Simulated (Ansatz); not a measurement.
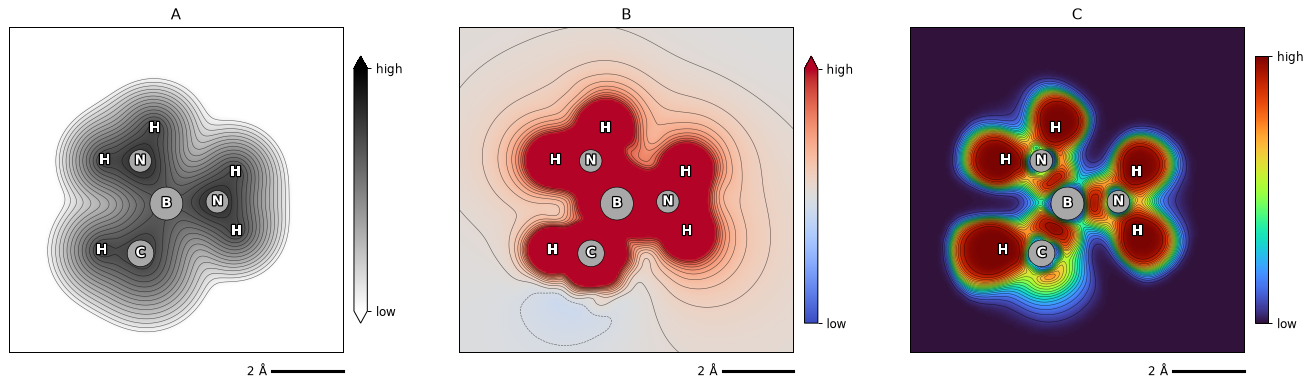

CH7BN2···H5NSi: 3 fields on the plane of atoms B1, C8 and H11, with unlabelled colour scales. Grey discs cover the atomic cores.

The calculation used RKS PBE/6-31G* in Ansatz 0.2.0.

```
atom    x (Å)    y (Å)    z (Å)
   B  -0.1422   0.4382  -0.1629
   N  -0.4602   0.3909   1.2505
   H  -1.3703   0.7242   1.5634
   H   0.2597   0.5769   1.9494
   N   1.2102   0.3195  -0.5819
   H   1.4513   0.1976  -1.5612
   H   1.9813   0.1024   0.0465
   C  -1.3191   0.5850  -1.2248
   H  -2.0784  -0.2075  -1.0917
   H  -1.8502   1.5488  -1.1120
   H  -0.9682   0.5280  -2.2696
   N  -0.0766  -2.7039   1.6685
   H  -0.8386  -3.2606   2.0591
  Si   1.5171  -2.9348   2.3238
   H   1.9067  -4.3789   2.1868
   H   2.4603  -2.0837   1.5178
   H   1.7669  -2.5699   3.7736
   H  -0.3739  -1.7267   1.5170
```

The panels show electron density, electron localisation function and electrostatic potential in some order. Assign them.

Panel A: electron density. Panel B: electrostatic potential (strongly positive close to the atoms and fading to about zero outside). Panel C: electron localisation function. From the grid: B–N (1.42 Å): the density is about 1.8 e/Å³ at the midpoint; the ELF peaks at about 0.90 between the atoms (a short, strongly polar bond). C–B (1.59 Å): the density is about 1.4 e/Å³ at the midpoint; the ELF peaks at about 1 between the atoms, as expected for a shared electron pair.
